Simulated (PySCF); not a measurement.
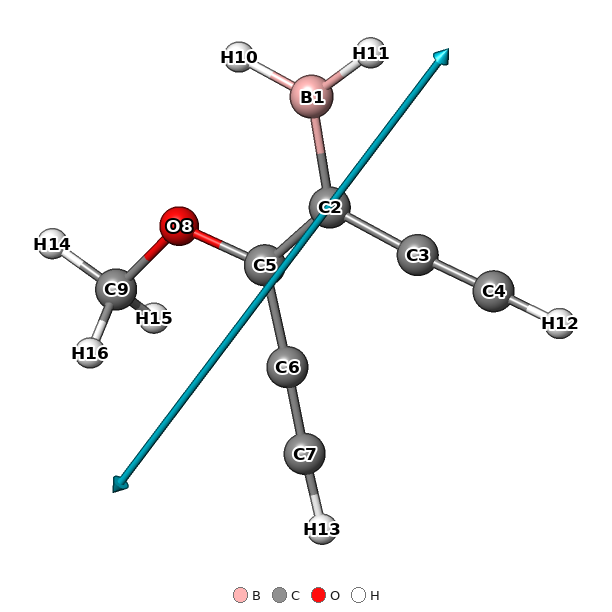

The double arrow shows the direction of the transition dipole to excited singlet state 1 (its length means nothing). The geometry was computed by an optimisation with GFN2-xTB. No frequency run is at hand to confirm it as a minimum. Level of theory: TDDFT CAM-B3LYP/def2-SVPD, vertical, gas phase, core orbitals frozen in the response (PySCF 2.14.0).

Question. How is the transition polarised?

Answer. Nearly parallel to the O8–C9 bond.

Question. Give its energy, strength and character.

Answer. 3.76 eV (330 nm), oscillator strength 0.27, mainly HOMO → LUMO (weight 0.98); transition dipole 4.39 D.

The geometry is semi-empirical. Around B such bond lengths and angles can be off by a tenth of an ångström or more and by several degrees, and values that hang on the shape move with them.
